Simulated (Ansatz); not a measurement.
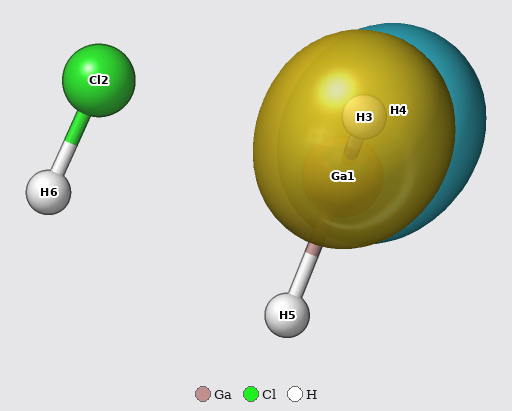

*GaH₃···HCl. The HOMO at ±0.15 Å⁻³ᐟ² (yellow and cyan are the two phases), seen across its widest extent.*

The calculation used Ansatz 0.2.0, RKS PBE0-D4/def2-mTZVP.

```xyz
6

Ga    0.0200   -0.4710   -0.3897
Cl    0.0210   -0.0237    2.3484
H     1.3718    0.2861   -0.6542
H    -1.3578    0.2405   -0.6458
H     0.0468   -2.0251   -0.1142
H     0.0429   -1.2885    2.6288
```

Q: Where does this orbital lie, and at what energy?

A: By Hirshfeld shares it lies mainly on Ga1 (about 40 %), H3 (about 30 %) and H4 (about 30 %). Its energy is −8.19 eV.
